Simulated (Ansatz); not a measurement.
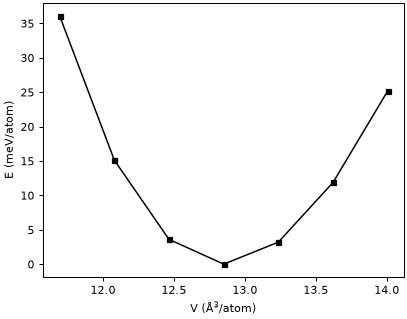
Figure. MnF₂ (rutile, space group No. 136) under volume change, DFT-PBEsol in the program Ansatz with PAW potentials, shape and atoms relaxed at each volume.

Question: What does a third-order Birch–Murnaghan fit give for V₀, B₀ and B′?

Answer: V₀ = 12.85 Å³/atom, B₀ = 91.5 GPa, B′ = 5.0.

Space group P4_2/mnm (rutile). Symmetry was held in the PBEsol relaxation, as lowered by the spin order; of distortions, only those at the zone centre were tested. Spin order of the final state: antiferromagnetic, chosen from 5 collinear starts compared on coarse meshes (ties went to the first, and starts can fall back to one state), not a proven ground state. No Hubbard U is applied.

Potentials: the later of the program's two PAW sets.
